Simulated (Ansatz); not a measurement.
```cif
data_structure
_symmetry_space_group_name_H-M 'P 1'
_symmetry_Int_Tables_number 1
_cell_length_a 5.4742
_cell_length_b 5.4742
_cell_length_c 5.4742
_cell_angle_alpha 90.000
_cell_angle_beta 90.000
_cell_angle_gamma 90.000
_cell_volume 164.04
loop_
_atom_site_label
_atom_site_type_symbol
_atom_site_fract_x
_atom_site_fract_y
_atom_site_fract_z
_atom_site_occupancy
Tl1 Tl 0.00000 0.00000 0.00000 1
Hg1 Hg 0.50000 0.50000 0.50000 1
Br1 Br 0.50000 0.50000 0.00000 1
Br2 Br 0.50000 0.00000 0.50000 1
Br3 Br 0.00000 0.50000 0.50000 1
```

Space group Pm-3m; started from the cubic perovskite prototype, which need not be the ambient phase.

Level of theory: DFT, r2SCAN+rVV10, plane waves, PAW (Ansatz).

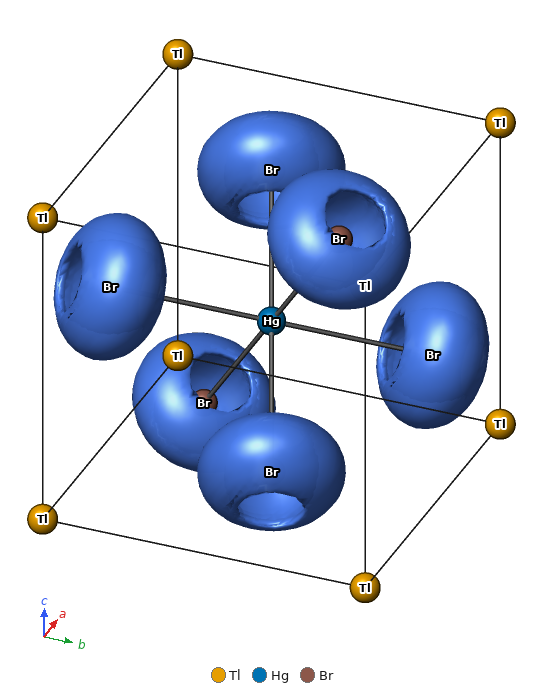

TlHgBr₃. Isosurface of the electron localisation function at 0.85 (blue), seen at an oblique angle. Only the valence region is drawn (cores and ρ < 0.01 e/Å³ removed). Sticks mark near contacts.

In a PAW calculation such maps are meaningful between the atoms, not at the nuclei.

Question: Describe the localisation domains.

Answer: The surface consists of three regions wrapped around Br (the valence shell of each), counted in one cell of 5 atoms. Regions shared between cells count once. Profiles from the grid: Hg–Br (2.74 Å): the ELF is about 0.25 at the midpoint. Tl–Br (3.87 Å): the ELF is about 0.05 at the midpoint: no localised pair shows between them.
